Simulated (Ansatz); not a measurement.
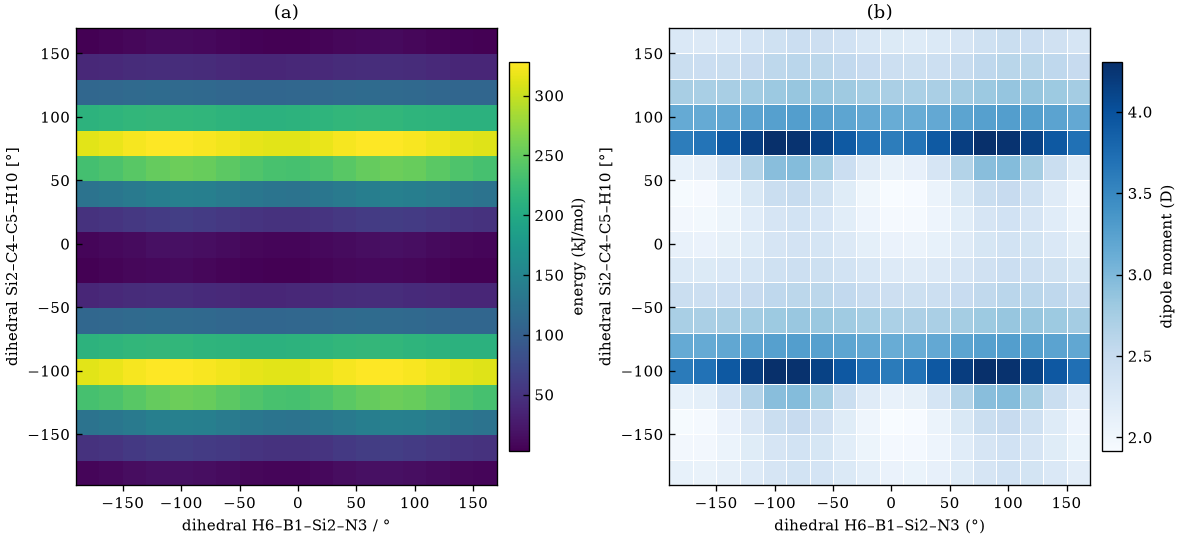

C₂H₆BNSi, SMILES B[SiH]1NC1=C. Coordinates scanned: (1) dihedral H6–B1–Si2–N3; (2) dihedral Si2–C4–C5–H10. Nothing is relaxed (all other coordinates rigid). Grid: 18 × 18 points. Points are written as (first, second). Energies are in kJ/mol, from the relaxed molecule at the same level. The dihedral twists a double bond; near 90° a spin-restricted reference is unreliable. The calculation used RHF/def2-SVP (Ansatz 0.2.0).

Panel (a) is the energy; panel (b) is the computed dipole moment, in D.

In the figure: one coloured cell a grid point.

How does the dipole moment vary over the map, and what is it at the lowest grid point?

Leaving out the highest fifth of the energies, it runs from 1.92 D at (0°, 40°) to 3.29 D at (100°, 100°). At the lowest grid point, (160°, −20°), it is 2.31 D.
